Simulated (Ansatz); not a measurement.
The crystal is BaTiO3 (Pm-3m).

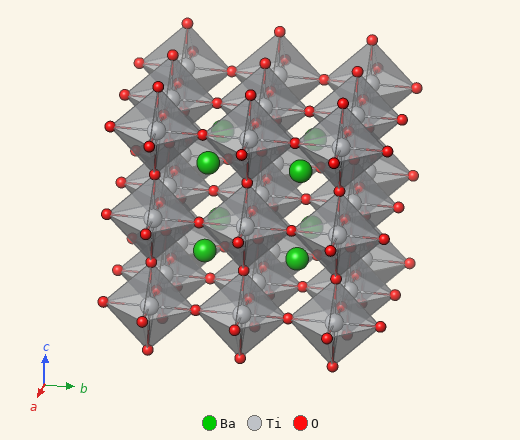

The structure (barium green, titanium light grey, oxygen red). 2×2×2 cells are drawn. Some periodic images of atoms are drawn too.

It takes space group Pm-3m (No. 221, cubic). Conventional cell: a = 4.006 Å, b = 4.006 Å, c = 4.006 Å, α = 90.00°, β = 90.00°, γ = 90.00°. Nearest to Ba lie 12 O at 2.83 Å. Ti has 6 O at 2.00 Å nearest. O has 2 Ti at 2.00 Å and 4 Ba at 2.83 Å nearest. Farther neighbours and most contacts between anions are not listed.

```
Ba Ti O
1.0
     4.00600    0.00000    0.00000
     0.00000    4.00600    0.00000
     0.00000    0.00000    4.00600
Ba Ti O
1 1 3
Cartesian
  2.0030 2.0030 2.0030
  0.0000 0.0000 0.0000
  2.0030 0.0000 0.0000
  0.0000 2.0030 0.0000
  0.0000 0.0000 2.0030
```

The cell and positions come from the Crystallography Open Database and are kept as given unless a step says otherwise. Spin-orbit coupling is left out unless a run names it.

Gaps computed with Ansatz 0.2.0 without a self-energy: PBE 1.81 eV.

Q: What gap should G0W0 on PBE give (6×6×6 mesh, 1081 empty bands, screening to 380 eV, hard PAW files)?

About 3.27 eV: on its mesh the run moves the gap from 1.80 eV by +1.47 eV. Bands and cutoff are finite, so the gap is not at the basis limit. The miss can reach some tenths of an eV and take either sign; the mesh is an error of its own. This is the ideal cubic cell; many perovskites, halides above all, are cubic only on average, and local tilts or off-centring can widen the gap. The many-body steps are scalar-relativistic: spin-orbit coupling is not in them.

[Paths, hosts, dates, memory and timing lines, banners, echoed tables and standing remarks are left out of the program output.]

[Logs are printed without paths, hosts, clocks, repeated set-up lines and the standing remarks that a program may print on its own settings, such as how far it seeks lower states.]

[Runs of the session that timed out or met a known fault of the program may be left out.]

[Cells called generated may have been cut or substituted from an entry of the Crystallography Open Database or the Materials Project.]

[Hosts, paths, dates, database ids (printed as entryN), source tags and the programs' standing remarks are cut or masked in the printed files.]
